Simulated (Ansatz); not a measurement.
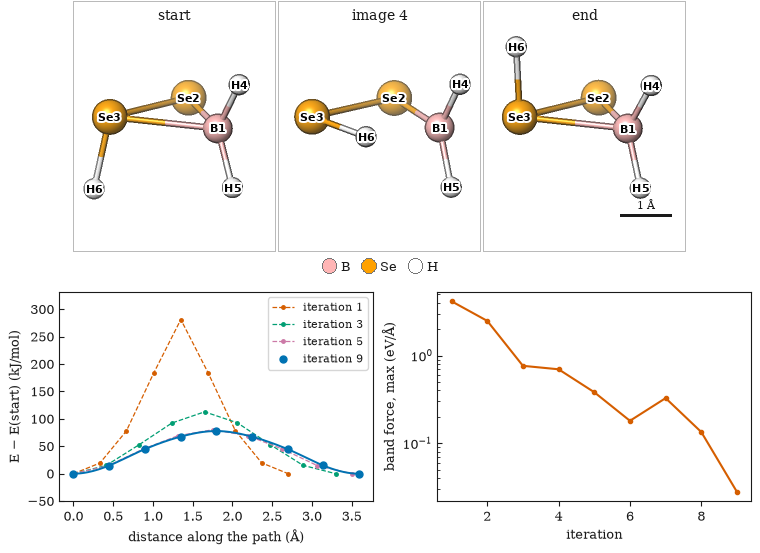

A nudged-elastic-band calculation for BH3Se2. Images are numbered from 0 (start) to 8 (end). The plot follows the band through its iterations. A ball-and-stick model, seen from a free direction.

Level of theory: Ansatz, RKS PBE0-D4/def2-SVPD. Settings: 7 movable images; climbing image; force threshold 0.05 eV/Å; iteration limit 60; starting path by image-dependent pair potential.

> How did the profile develop, and is the result final?

The result is final at these settings. The band converged in 9 iterations. The largest component of the band force went from 4.2 to 0.028 eV/Å. The climbing image converged on the top of the path. Its vibrational analysis gives one imaginary mode (419i cm⁻¹), as a transition state must have. The first iteration put the highest image at 281.3 kJ/mol. The barrier is about 77.9 kJ/mol in both directions, with image 4 at the top; the ends have the same energy.

The run took 3 min on 2 threads of Intel(R) Xeon(R) Platinum 8488C (Sapphire Rapids), with other jobs on the host, peak memory 0.38 GiB.
